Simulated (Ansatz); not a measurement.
**Run report: AlSiH3O, single-point calculation**

- system: AlSiH3O
- method: RKS B3LYP-D4/def2-TZVPP (Ansatz 0.2.0)

The geometry comes from this level: PBE0-D4/def2-TZVP.

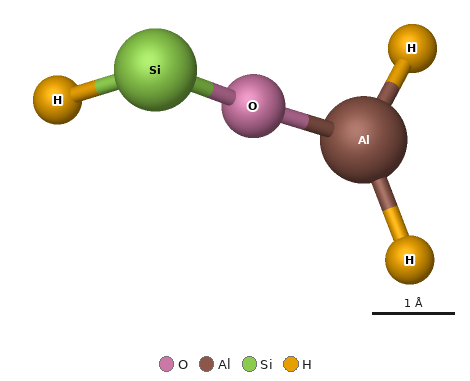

The structure as given in the input (ball-and-stick view, seen at a tilt). Sticks mark near contacts.

Input
```yaml
crystal:
  periodic: [false, false, false]
  atoms:
    - {symbol: O, position_ang: [0.412358, -0.245307, 0.139354]}
    - {symbol: Al, position_ang: [-0.530897, 1.114138, -0.221588]}
    - {symbol: Si, position_ang: [1.437913, -1.455869, 0.517633]}
    - {symbol: H, position_ang: [0.466582, -2.636097, 0.282321]}
    - {symbol: H, position_ang: [-0.521261, 1.628514, -1.712699]}
    - {symbol: H, position_ang: [-1.341150, 1.769865, 0.962306]}
basis:
  gaussian: {orbitals: def2-TZVPP}
hamiltonian: {xc: {name: B3LYP}, dispersion: d4}
```

Run on 2 threads of Arm Neoverse V2, 23 GiB of memory available, shared host.

Launch command:
```bash
ansatz run in.yaml --threads 2 --pin off --events-out ev --progress --plain --max-ram 4352MiB
```

Log
```
Functional definition: B3LYP
  name "B3LYP"
  cite "Stephens, Devlin, Chabalowski & Frisch, J. Phys. Chem. 98, 11623 (1994) doi:10.1021/j100096a001"
  cite "Becke, Phys. Rev. A 38, 3098 (1988) doi:10.1103/PhysRevA.38.3098"
  cite "Lee, Yang & Parr, Phys. Rev. B 37, 785 (1988) doi:10.1103/PhysRevB.37.785"
  cite "Vosko, Wilk & Nusair, Can. J. Phys. 58, 1200 (1980) doi:10.1139/p80-159"
  parameter a0 = 0.2
  parameter ax = 0.72
  parameter ac = 0.81
  exchange = (1 - a0 - ax)*slater_x + ax*b88_x + a0*exact_x
  correlation = (1 - ac)*vwn_rpa_c + ac*lyp_c
912 factors; their error is unknown
mean field evaluation 1: about -16566.6824 eV, gradient 6.5e1 eV
mean field evaluation 2: about -16516.2823 eV, gradient 1.6e2 eV
mean field evaluation 4: about -16573.7962 eV, gradient 3.6e0 eV
mean field evaluation 8: about -16573.8300 eV, gradient 2.1e-2 eV
mean field -16573.84988970 eV, -609.0777492875 hartree, gradient 5.5e-5 eV, S^2 0.000000; 0 other end points of the search recorded, 0 dependent functions left out
reference -16573.85015545 eV, -609.0777590538 hartree; 19, 19 occupied and 138, 138 virtual orbitals, 912 factors
Total energy: -16574.03195414 eV, -609.0844400322 hartree
```

Summary

| quantity | value |
| --- | --- |
| outcome | converged |
| total energy | −16574.0320 eV |
| mean-field energy | −16573.8502 eV |
| dispersion energy | −0.1818 eV |
| SCF solution under orbital rotations | stable |
| wall time | 2 s (CPU time 3.7 s) |
| peak memory | 0.28 GiB |
